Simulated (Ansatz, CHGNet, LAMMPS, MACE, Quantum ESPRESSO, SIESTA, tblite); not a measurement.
**SIESTA runs on Zn2+ BF4- in dimethoxyethane and tetrahydrofuran at 480 K (85 atoms)**

Wanted: SIESTA inputs and outputs for Zn2+ BF4- in dimethoxyethane and tetrahydrofuran at 480 K (85 atoms), checked against a plane-wave reference.

Main program and level: SIESTA 5.4.2; the method is named at each step.

## Step 1: The starting structure

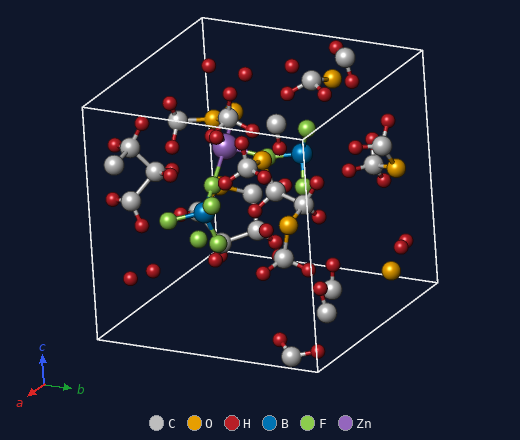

The cell as given, slightly off an axis (carbon light grey, oxygen orange, hydrogen red, boron blue, fluorine green, zinc purple). Bonds to atoms that aren't drawn are left out. Some periodic images of atoms are drawn too.

The cell holds 85 atoms: 20 C, 8 O, 46 H, 2 B, 8 F and 1 Zn. Cell: a = 10.026 Å, b = 10.026 Å, c = 10.026 Å, α = 90.0°, β = 90.0°, γ = 90.0°. 3 dimethoxyethane, 2 tetrahydrofuran, 1 Zn2+, 2 BF4- placed at random, at 1.08 g/cm³; overlaps pushed apart, then 10 ps at 550 K with stiff harmonic cages for PF6 and BF4 with UFF radii; divalent ions of Li, Roberts, Chakravorty and Merz (J. Chem. Theory Comput. 9, 2733 (2013)); MMFF94 bonds, angles, torsions, charges and radii (Halgren, J. Comput. Chem. 17, 490 (1996)) in harmonic and 12-6 forms; charges of ions scaled by 0.8. Snapshot after 30 ps at 480 K and fixed volume.

The yardstick, on the same geometry:

| Quantity | Value |
| --- | --- |
| method | Kohn-Sham DFT, PBE, SSSP efficiency 1.3.0 pseudopotentials, plane waves (Quantum ESPRESSO 7.5); sssp-pbe-1.3.0-efficiency, cutoffs 60/480 Ry, Γ point |
| r.m.s. force component | 1.132 eV/Å |
| longest force | 4.736 eV/Å |
| pressure | 2.852 GPa |
| gap (highest filled to lowest empty level) | 4.052 eV |
| time | 95 s on 2 MPI ranks of Arm Neoverse V2, shared host |
| CPU time | 3.2 min |

## Step 2: PBE, DZP, shift 0.01 Ry, mesh 500 Ry

Method: Kohn-Sham DFT, PBE, PseudoDojo 0.4.1 norm-conserving pseudopotentials (converted to PSML), numerical atomic orbitals (DZP), diagonalisation.

The .psml files are PseudoDojo norm-conserving potentials that we converted to this format, checked against plane waves on the same files for H, C, O, Si, Ge and Ca alone.

Input file input.fdf:

```
SystemLabel cell
NumberOfAtoms 85
NumberOfSpecies 6
%block ChemicalSpeciesLabel
  1 6 C
  2 8 O
  3 1 H
  4 5 B
  5 9 F
  6 30 Zn
%endblock ChemicalSpeciesLabel
LatticeConstant 1.0 Ang
%block LatticeVectors
  10.02554 0.00000 0.00000
  0.00000 10.02554 0.00000
  0.00000 0.00000 10.02554
%endblock LatticeVectors
PAO.BasisSize DZP
PAO.EnergyShift 0.01 Ry
XC.Functional GGA
XC.Authors PBE
MeshCutoff 500 Ry
%block kgrid_Monkhorst_Pack
  1 0 0 0.0
  0 1 0 0.0
  0 0 1 0.0
%endblock kgrid_Monkhorst_Pack
SolutionMethod diagon
OccupationFunction FD
ElectronicTemperature 580 K
SCF.Mixer.Method Pulay
SCF.Mixer.Weight 0.15
SCF.Mixer.History 8
SCF.Mix Hamiltonian
MaxSCFIterations 300
SCF.DM.Tolerance 1e-04
SCF.H.Tolerance 1.0e-3 eV
WriteForces T
Write.HirshfeldPop T
Write.VoronoiPop T
Write.DM F
Write.H F
XML.Write F
AtomicCoordinatesFormat Fractional
%block AtomicCoordinatesAndAtomicSpecies
  0.73336 0.58449 0.71775 1
  0.59029 0.57258 0.69394 2
  0.56928 0.61204 0.55735 1
  0.60080 0.75681 0.53298 1
  0.73802 0.75883 0.49735 2
  0.74879 0.73364 0.35598 1
  0.77551 0.68383 0.70818 3
  0.78233 0.50717 0.66072 3
  0.73187 0.56574 0.82124 3
  0.62720 0.54569 0.48716 3
  0.46509 0.59692 0.54146 3
  0.58362 0.81263 0.62877 3
  0.53234 0.78248 0.45782 3
  0.84641 0.69045 0.32220 3
  0.66703 0.66561 0.32550 3
  0.71820 0.82607 0.30697 3
  0.88300 0.81678 0.99679 1
  0.02123 0.80342 0.03184 2
  0.07845 0.68880 0.95503 1
  0.22468 0.64337 0.00676 1
  0.29782 0.75024 0.95681 2
  0.43277 0.73226 0.99929 1
  0.85214 0.92072 0.02179 3
  0.82543 0.73515 0.03600 3
  0.86810 0.81528 0.88736 3
  0.00225 0.60656 0.95700 3
  0.07675 0.71151 0.85491 3
  0.25926 0.54588 0.96786 3
  0.21373 0.64849 0.11018 3
  0.49186 0.82148 0.97457 3
  0.43778 0.71244 0.10323 3
  0.47481 0.64114 0.94585 3
  0.38338 0.31039 0.75910 1
  0.30912 0.20105 0.71051 2
  0.39585 0.08563 0.72088 1
  0.31288 0.96619 0.70452 1
  0.23673 0.98127 0.58150 2
  0.18474 0.84850 0.55741 1
  0.36461 0.40656 0.71082 3
  0.48756 0.29004 0.71885 3
  0.38830 0.32793 0.86779 3
  0.48061 0.10048 0.64173 3
  0.44040 0.07961 0.81219 3
  0.22732 0.95140 0.77756 3
  0.38076 0.88301 0.71224 3
  0.27092 0.78264 0.55632 3
  0.12086 0.81404 0.63730 3
  0.12504 0.85619 0.46816 3
  0.15097 0.10894 0.10417 1
  0.08420 0.23812 0.15026 1
  0.01129 0.18518 0.27215 1
  0.10611 0.09165 0.33020 2
  0.16762 0.02124 0.23202 1
  0.25428 0.13455 0.07347 3
  0.09421 0.06670 0.02259 3
  0.00972 0.27481 0.07668 3
[... 25 atom lines left out ...]
  0.53514 0.29627 0.43844 5
  0.52981 0.08934 0.34195 5
  0.33312 0.19070 0.43341 5
  0.17771 0.16951 0.53776 6
%endblock AtomicCoordinatesAndAtomicSpecies
```

On the command line:

```console
$ OMP_NUM_THREADS=1 mpirun -np 2 siesta < input.fdf > output.txt
```

What it wrote:

```text
Version         : 5.4.2
reinit: System Name:
reinit: System Label: cell
initatom: Reading input for the pseudopotentials and atomic orbitals ----------
Species number:   1 Atomic number:    6 Label: C
Species number:   2 Atomic number:    8 Label: O
Species number:   3 Atomic number:    1 Label: H
Species number:   4 Atomic number:    5 Label: B
Species number:   5 Atomic number:    9 Label: F
Species number:   6 Atomic number:   30 Label: Zn
Ground state valence configuration (from tables):   2s02  2p02  3d00  4f00
Ground state valence configuration (from tables):   2s02  2p04  3d00  4f00
Ground state valence configuration (from tables):   1s01  2p00  3d00  4f00
Ground state valence configuration (from tables):   2s02  2p01  3d00  4f00
Ground state valence configuration (from tables):   2s02  2p05  3d00  4f00
Ground state valence configuration (from tables):   4s02  4p00  3d10  4f00
---- Processing specs for species: C
GGA--PBE XC_GGA_X_PBE--XC_GGA_C_PBE pb
---- Processing specs for species: O
GGA--PBE XC_GGA_X_PBE--XC_GGA_C_PBE pb
---- Processing specs for species: H
GGA--PBE XC_GGA_X_PBE--XC_GGA_C_PBE pb
---- Processing specs for species: B
GGA--PBE XC_GGA_X_PBE--XC_GGA_C_PBE pb
---- Processing specs for species: F
GGA--PBE XC_GGA_X_PBE--XC_GGA_C_PBE pb
---- Processing specs for species: Zn
GGA--PBE XC_GGA_X_PBE--XC_GGA_C_PBE pb
Semicore shell(s) with  8 electrons included in the valence for Zn
Semicore shell(s): 3s 3p
Fallback to non-perturbative polarization scheme for Zn
Please see the manual if this is not desired in principle
C pseudopotential only contains V_ls up to l=1 -- lmxkb reset.
O pseudopotential only contains V_ls up to l=2 -- lmxkb reset.
H pseudopotential only contains V_ls up to l=1 -- lmxkb reset.
B pseudopotential only contains V_ls up to l=1 -- lmxkb reset.
F pseudopotential only contains V_ls up to l=2 -- lmxkb reset.
Zn pseudopotential only contains V_ls up to l=2 -- lmxkb reset.
Using PAO.SplitTailNorm
[... lines left out ...]
Total number of electrons:   256.000000
[... lines left out ...]
outcell: Cell volume (Ang**3)        :   1007.6816
Gamma-point calculation with multiply-connected orbital pairs
Gamma-point calculation with multiply-connected orbital pairs
Folding of H and S implicitly performed
Folding of H and S implicitly performed
new_DM -- step:     1
Initializing Density Matrix...
Attempting to read DM from file... Failed...
DM filled with atomic data:
InitMesh: MESH = 144 x 144 x 144 = 2985984
InitMesh: Mesh cutoff (required, used) =   500.000   570.179 Ry
stepf: Fermi-Dirac step function
        iscf     Eharris(eV)        E_KS(eV)     FreeEng(eV)     dDmax    Ef(eV) dHmax(eV)
   scf:    1   -17492.308611   -18354.660252   -18354.842835  1.894111 -0.980839162.636461
   scf:    2   -18811.259028   -18805.308156   -18805.308156  0.850697 -4.748782 20.528140
   scf:    3   -18812.717624   -18809.199897   -18809.199897  0.088478 -4.287309 15.134398
   scf:    4   -18815.225215   -18813.420966   -18813.420966  0.270791 -4.358622  1.377563
[...]
scf:   11   -18813.703345   -18813.703343   -18813.703343  0.000171 -3.985488  0.002246
   scf:   12   -18813.703344   -18813.703343   -18813.703343  0.000033 -3.985749  0.000871
SCF Convergence by DM+H criterion
max |DM_out - DM_in|         :     0.0000334028
max |H_out - H_in|      (eV) :     0.0008709056
SCF cycle converged after 12 iterations
Using DM_out to compute the final energy and forces
siesta: E_KS(eV) =           -18813.7033
siesta: E_KS - E_eggbox =    -18813.7033
siesta: Atomic forces (eV/Ang):
     1   -2.117955   -0.431577    0.342903
     2    0.877935    0.624011   -0.883926
     3    0.055223   -0.820909    1.074559
[...]
84    0.464375   -0.180577   -0.284367
    85    1.571883   -1.500499   -0.676242
----------------------------------------
   Tot   -0.010115    0.000001    0.003239
----------------------------------------
   Max    4.218055
   Res    1.265883    sqrt( Sum f_i^2 / 3N )
----------------------------------------
   Max    4.218055    constrained
Stress tensor Voigt[x,y,z,yz,xz,xy] (kbar):      -29.51      -39.24      -59.88       16.36       -2.93       -3.69
(Free)E + p*V (eV/cell)   -18786.7359
Target enthalpy (eV/cell)   -18813.7033
siesta: Program's energy decomposition (eV):
siesta: Ebs     =     -4189.125929
siesta: Eions   =     27880.363128
siesta: Ena     =      4730.183299
siesta: Ekin    =     11574.149315
siesta: Enl     =     -2688.683106
siesta: DEna    =      -160.349012
siesta: DUscf   =        27.743136
siesta: Ex      =     -4117.581834
siesta: Ec      =      -298.802013
siesta: Exc     =     -4416.383847
siesta: Eharris =    -18813.703344
siesta: Etot    =    -18813.703343
siesta: FreeEng =    -18813.703343
siesta: Final energy (eV):
siesta:  Band Struct. =   -4189.125929
siesta:       Kinetic =   11574.149315
siesta:       Hartree =   16168.843426
siesta:         Exch. =   -4117.581834
siesta:         Corr. =    -298.802013
siesta:   Exch.-corr. =   -4416.383847
siesta:  Ion-electron =  -43100.431886
siesta:       Ion-ion =     960.119648
siesta:         Total =  -18813.703343
siesta:         Fermi =      -3.985749
siesta: Stress tensor (static) (eV/Ang**3):
siesta:    -0.018418   -0.002305   -0.001829
siesta:    -0.002305   -0.024494    0.010212
siesta:    -0.001828    0.010212   -0.037374
siesta: Cell volume =       1007.681585 Ang**3
siesta: Pressure (static):
siesta:                Solid            Molecule  Units
siesta:           0.00029147          0.00025305  Ry/Bohr**3
siesta:           0.02676186          0.02323443  eV/Ang**3
siesta:          42.87722302         37.22566476  kBar
    Orbital volume contribution        =          23.563192 eV
    (Free)E + p_basis*V_orbitals       =      -18790.140151 eV
    (Free)Eharris+ p_basis*V_orbitals  =      -18790.140151 eV
Hirshfeld Atomic Populations:
Atom #   charge [q] valence [e]  Species
     1    -0.036883    4.036883  C
     2    -0.097823    6.097823  O
     3     0.003052    3.996948  C
     4     0.011751    3.988249  C
     5    -0.088543    6.088543  O
[...]
7     0.013415    0.986585  H
     8     0.019179    0.980821  H
     9     0.013390    0.986610  H
[...]
18    -0.089306    6.089306  O
[...]
75     0.103582    2.896418  B
    76    -0.137606    7.137606  F
    77    -0.153435    7.153435  F
    78    -0.153400    7.153400  F
[...]
80     0.098895    2.901105  B
[...]
85     0.856265   19.143735  Zn
--------------------
 Total     0.000002
Voronoi Atomic Populations:
Atom #   charge [q] valence [e]  Species
[...]
52    -0.131973    6.131973  O
[...]
64     0.080080    3.919920  C
    65    -0.114540    6.114540  O
    66     0.073269    3.926731  C
[...]
73     0.006130    0.993870  H
    74     0.007925    0.992075  H
    75     0.180524    2.819476  B
[...]
80     0.195004    2.804996  B
[...]
83    -0.283292    7.283292  F
    84    -0.160522    7.160522  F
    85     0.932814   19.067186  Zn
--------------------
 Total     0.000002
```

The job ended after 85 s (2 MPI ranks of Arm Neoverse V2, shared host; peak memory 1.6 GiB).

Banners, paths, timers and routine set-up lines are dropped from the logs unmarked, and long logs keep their key lines alone; longer cuts are marked.

Compared with the plane-wave run:

| Quantity | Value |
| --- | --- |
| r.m.s. force component | 1.266 eV/Å |
| r.m.s. difference of force components | 339.8 meV/Å |
| longest difference of force vectors | 985.7 meV/Å |
| force difference over r.m.s. force | 30.01 % |
| slope of forces against the reference's | 1.08 |
| correlation of force components | 0.966 |
| gap (highest filled to lowest empty level) | 4.558 eV |
| gap difference | 0.5058 eV |
| pressure | 4.288 GPa |
| pressure difference | 1.436 GPa |

This run lies far from the reference in forces at the same functional.

Length of the force difference by element (eV/Å):

```tsv
element	atoms	mean	most
B	2	0.51	0.65
C	20	0.53	0.92
F	8	0.32	0.50
H	46	0.67	0.99
O	8	0.25	0.38
Zn	1	0.23	0.23
```

Levels nearest the highest filled one (eV from it): -2.20, -2.06, -1.89, -1.89, -1.78, -1.53, -1.06, -0.99, -0.90, -0.83, -0.68, 0.00, 4.56, 4.63, 5.19, 5.28, 5.58, 5.70, 5.84, 5.98, 6.01, 6.18, 6.33, 6.43.

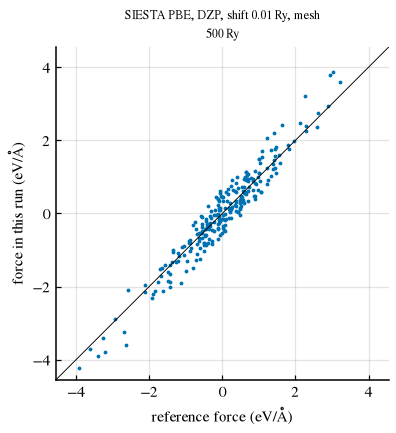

Force components against those of the reference; the line marks equality.

Local excerpt of 10 atoms (numbers count through the whole input) about H46, picked at random; x, y, z are measured from there.

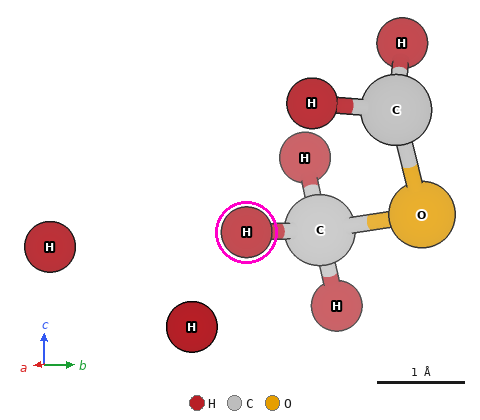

The atoms of the table, within 2.8 Å (arrows a, b, c point along x, y, z); some may hide others; the central atom is ringed.

```tsv
atom	x	y	z	distance (Å)	bonds	Hirshfeld charge (e)	Fx	Fy	Fz (eV/Å)
H46	0.00	0.00	0.00	0.00	1	0.04	0.48	-0.87	-0.66
C38	-0.86	0.66	0.01	1.09	4	-0.01	0.16	1.13	-0.34
H47	-1.50	0.31	0.81	1.74	1	0.03	-0.82	-0.19	1.13
H48	-1.46	0.74	-0.88	1.86	1	0.04	-0.39	-0.32	-1.23
O37	-0.34	1.99	0.25	2.04	3	-0.09	1.37	-1.96	0.40
H45	1.10	1.01	1.56	2.16	1	0.04	0.44	-1.57	-0.49
C36	0.42	1.84	1.49	2.40	4	0.02	-2.19	0.88	-0.12
H11	1.95	-1.86	-0.15	2.70	1	0.02	-1.91	-0.59	-0.45
H13	2.62	0.00	-0.99	2.80	1	0.03	-1.28	1.76	-2.02
H44	-0.44	1.69	2.22	2.82	1	0.02	1.11	0.17	0.53
```

Forces lie 30 % from the reference's, at 0.89 times its CPU time.

## Step 3: PBE, SZ, shift 0.01 Ry, mesh 500 Ry

Method: Kohn-Sham DFT, PBE, PseudoDojo 0.4.1 norm-conserving pseudopotentials (converted to PSML), numerical atomic orbitals (SZ), diagonalisation.

input.fdf: that of step 2 with these lines changed.

```diff
@@ -17,3 +17,3 @@
 %endblock LatticeVectors
-PAO.BasisSize DZP
+PAO.BasisSize SZ
 PAO.EnergyShift 0.01 Ry
```

On the command line:

```console
$ OMP_NUM_THREADS=1 siesta < input.fdf > output.txt
```

What it wrote:

```text
Version         : 5.4.2
reinit: System Name:
reinit: System Label: cell
initatom: Reading input for the pseudopotentials and atomic orbitals ----------
Species number:   1 Atomic number:    6 Label: C
Species number:   2 Atomic number:    8 Label: O
Species number:   3 Atomic number:    1 Label: H
Species number:   4 Atomic number:    5 Label: B
Species number:   5 Atomic number:    9 Label: F
Species number:   6 Atomic number:   30 Label: Zn
Ground state valence configuration (from tables):   2s02  2p02  3d00  4f00
Ground state valence configuration (from tables):   2s02  2p04  3d00  4f00
Ground state valence configuration (from tables):   1s01  2p00  3d00  4f00
Ground state valence configuration (from tables):   2s02  2p01  3d00  4f00
[... lines left out ...]
        iscf     Eharris(eV)        E_KS(eV)     FreeEng(eV)     dDmax    Ef(eV) dHmax(eV)
[... lines left out ...]
SCF Convergence by DM+H criterion
[... lines left out ...]
SCF cycle converged after 12 iterations
[... lines left out ...]
   Max    7.955287
[... lines left out ...]
   Max    7.955287    constrained
Stress tensor Voigt[x,y,z,yz,xz,xy] (kbar):     -187.26     -185.36     -216.58        8.75      -12.82       -9.13
[... lines left out ...]
siesta: FreeEng =    -18719.148734
[... lines left out ...]
siesta:         Fermi =      -2.695203
siesta: Stress tensor (static) (eV/Ang**3):
siesta:    -0.116878   -0.005699   -0.008001
siesta:    -0.005699   -0.115690    0.005462
siesta:    -0.008001    0.005462   -0.135177
siesta: Cell volume =       1007.681585 Ang**3
siesta: Pressure (static):
siesta:                Solid            Molecule  Units
siesta:           0.00133509          0.00140602  Ry/Bohr**3
siesta:           0.12258201          0.12909513  eV/Ang**3
siesta:         196.39802511        206.83319535  kBar
    Orbital volume contribution        =          11.151021 eV
    (Free)E + p_basis*V_orbitals       =      -18707.997713 eV
    (Free)Eharris+ p_basis*V_orbitals  =      -18707.997713 eV
Hirshfeld Atomic Populations:
Atom #   charge [q] valence [e]  Species
     1    -0.021765    4.021765  C
     2    -0.132495    6.132495  O
     3     0.017813    3.982187  C
     4     0.022683    3.977317  C
     5    -0.135319    6.135319  O
[...]
7     0.020714    0.979286  H
     8     0.026127    0.973873  H
     9     0.018990    0.981010  H
[...]
18    -0.129405    6.129405  O
[...]
75     0.229911    2.770089  B
    76    -0.220397    7.220397  F
    77    -0.222527    7.222527  F
    78    -0.223637    7.223637  F
[...]
80     0.223108    2.776892  B
[...]
85     1.027897   18.972103  Zn
--------------------
 Total     0.000005
Voronoi Atomic Populations:
Atom #   charge [q] valence [e]  Species
[...]
52    -0.169227    6.169227  O
[...]
64     0.092144    3.907856  C
    65    -0.131812    6.131812  O
    66     0.097574    3.902426  C
[...]
73     0.010550    0.989450  H
    74    -0.004664    1.004664  H
    75     0.330051    2.669949  B
[...]
80     0.327926    2.672074  B
[...]
83    -0.318180    7.318180  F
    84    -0.221535    7.221535  F
    85     1.033335   18.966665  Zn
--------------------
 Total     0.000005
```

Wall time 57 s (1 thread); peak memory 0.7 GiB.

Against the reference:

| Quantity | Value |
| --- | --- |
| r.m.s. force component | 2.464 eV/Å |
| r.m.s. difference of force components | 2054 meV/Å |
| longest difference of force vectors | 5562 meV/Å |
| force difference over r.m.s. force | 181.4 % |
| slope of forces against the reference's | 1.222 |
| correlation of force components | 0.5617 |
| gap (highest filled to lowest empty level) | 3.267 eV |
| gap difference | -0.7855 eV |
| pressure | 19.64 GPa |
| pressure difference | 16.79 GPa |

This is a coarse setting, run to see what it loses.

Against the first run (30 %), the force difference from the reference is 181 %, at 0.34 times the CPU time (on 1 against 2 cores), with 208 basis functions against 743: the smaller basis costs accuracy.

(Part 1 of 2 ends here.)

[Also dropped from logs without a mark: logging warnings of Python, and SIESTA's first energy breakdown and zero terms.]

[Logs are printed without paths, hosts, clocks, repeated set-up lines and the standing remarks that a program may print on its own settings, such as how far it seeks lower states.]

[Hosts, paths, dates, database ids (printed as entryN), source tags and the programs' standing remarks are cut or masked in the printed files.]

[The MMFF94 radii named for the starting cell were scaled by 0.96; in molecules described by MMFF94, hydrogen bound to N, O or S took a small fixed 12-6 site in their place.]
